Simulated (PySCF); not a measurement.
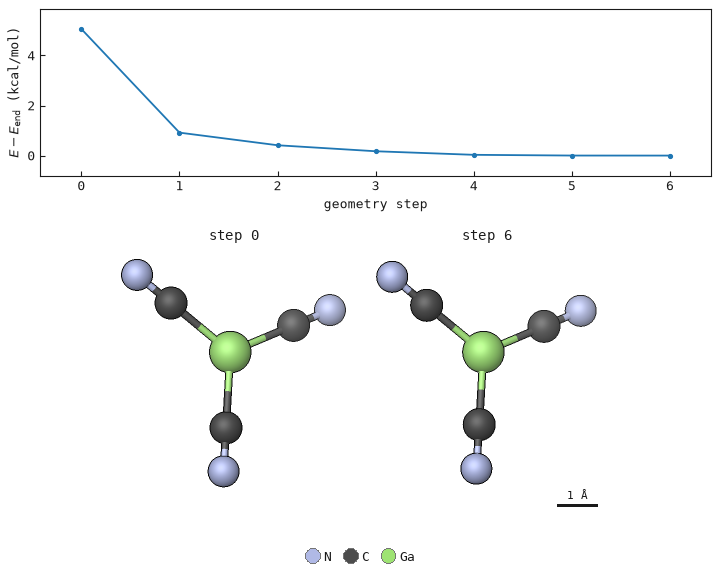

First and last geometry of a relaxation of GaC3N3, with the history of the run. The picture is a ball-and-stick view, seen at a tilt.

The start comes from GFN2-xTB.

Level of theory: PBE0-D3(BJ)/def2-SVP geometry optimisation, gas phase in PySCF. 

Q: What do the curves and the structures tell?

A: It converged. The largest move after the best rigid fit is that of a C atom, 0.089 Å. By element the largest moves are C 0.089 Å, N 0.075 Å, Ga 0.004 Å. Near-neighbour distances that change, for instance: C–Ga 1.995 → 1.910 Å, C–N 1.147 → 1.160 Å. After 6 geometry steps the energy has fallen by 5.06 kcal/mol. The run took about 90 core-seconds on a shared host.
